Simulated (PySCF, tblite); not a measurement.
# C7H9NOSi: geometry, infrared bands and NMR shifts

Aim: predict the infrared bands and NMR shifts of C7H9NOSi (`C#C[C@@H]1[SiH2]CCO[C@@H]1C#N`).

Programs: tblite 0.8.0 and PySCF 2.14.0, with density-fitted response routines of our own. Each step states its level of theory. These are calculated values for one molecule in the gas phase, unless marked as measured. Atoms are numbered from 0 throughout.

### Step 1. The starting structure

19 atoms, charge 0, multiplicity 1; geometry from: force field or distance geometry start.

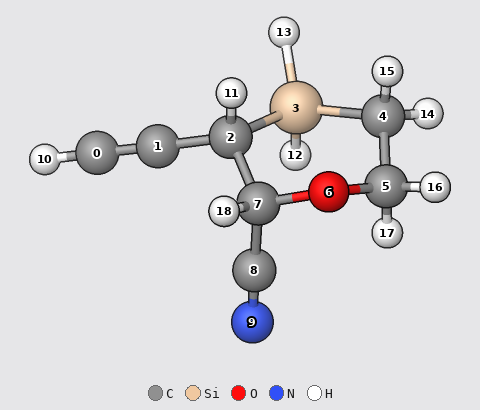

As it starts; carbon grey, silicon light orange, oxygen red, nitrogen blue, hydrogen white, atoms numbered.

### Step 2. Relaxing the molecule with GFN2-xTB

Job settings and geometry (Å):

```
{"job": {"kind": "relax", "xc": "GFN2-xTB", "basis": "xTB"}, "charge": 0, "multiplicity": 1}
C      3.468000     0.621200     0.368900
C      2.261800     0.541800     0.472600
C      0.808300     0.440800     0.623400
Si     0.152800    -1.338300     0.707400
C     -1.702100    -1.059600     0.610400
C     -2.043600    -0.029400    -0.475500
O     -1.392200     1.232700    -0.237700
C      0.047800     1.260000    -0.454400
C      0.416300     0.903800    -1.851900
N      0.682700     0.617900    -2.939600
H      4.515400     0.695500     0.263300
H      0.520600     0.871000     1.595100
H      0.606900    -2.144600    -0.437100
H      0.524400    -2.009000     1.992300
H     -2.225700    -1.991100     0.408000
H     -2.040600    -0.681900     1.588500
H     -3.115900     0.166600    -0.442800
H     -1.815000    -0.400500    -1.481000
H      0.320200     2.312400    -0.317300
```

The run is started by

```console
OMP_NUM_THREADS=1 python probes_run.py task.json out
```

One launch serves the whole session: the jobs run in the order shown.

**Question.** This job is followed by: GFN2-xTB harmonic vibrations, gas phase; GIAO PBE0/pcSseg-1 NMR shielding, non-relativistic, gas phase. What will the session give for the following? strongest single infrared mode (GFN2-xTB); zero-point energy (GFN2-xTB); 13C shifts against TMS (PBE0/pcSseg-1); 1H shifts against TMS (PBE0/pcSseg-1); 29Si shifts against TMS (PBE0/pcSseg-1); 17O shifts against H2O (PBE0/pcSseg-1); 15N shifts against NH3 (PBE0/pcSseg-1).

**Answer**, as computed:

| quantity | value |
| --- | --- |
| strongest single infrared mode (GFN2-xTB) | 2281 cm⁻¹, 391 km/mol |
| zero-point energy (GFN2-xTB) | 86.2 kcal/mol |
| 13C shifts against TMS (PBE0/pcSseg-1) | 120.4, 84.4, 80.0, 70.1, 65.5, 18.7, 11.0 ppm |
| 1H shifts against TMS (PBE0/pcSseg-1) | 5.10, 4.62, 4.35, 4.27, 4.23, 2.35, 1.71, 1.08, 0.60 ppm |
| 29Si shifts against TMS (PBE0/pcSseg-1) | -48.4 ppm |
| 17O shifts against H2O (PBE0/pcSseg-1) | 62.8 ppm |
| 15N shifts against NH3 (PBE0/pcSseg-1) | 319.6 ppm |

In words: Over 61 steps the energy fell by 0.201 eV; of the close pairs, O6–C7 changed most, 1.456 to 1.412 Å. No mode is imaginary among the 51: a minimum at this level. GFN2-xTB is a fitted tight-binding method: band positions and strengths are rough. Its intensities can rank the bands wrongly. The most deshielded carbon is C8 (nitrile carbon), at 120.4 ppm: this is the usual window of a C≡N carbon, which has no attached hydrogen. H18 (hydrogen on an sp3 CH bonded to O, α to a nitrile) lies farthest downfield among hydrogen, at 5.10 ppm; its carbon carries O, hence the downfield position. At PBE0/pcSseg-1: The widest tensor belongs to N9: span 501 ppm, with a paramagnetic part of -391 ppm.
